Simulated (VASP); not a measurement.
Shape and ions are relaxed at each volume.

Energy against volume of CuAu (L1_0). Calculation: LDA (Ceperley-Alder, Perdew-Zunger), VASP's LDA PAW potentials (set 64) (plane waves; VASP).

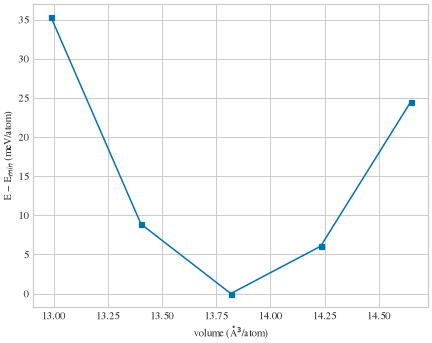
*Energy against volume*

Problem. Estimate the equilibrium volume and the bulk modulus.

Solution. The minimum lies near 13.8 Å³/atom, and the curvature gives B0 of about 190 GPa.

The compound is CuAu in the L1_0 structure. It was relaxed first.
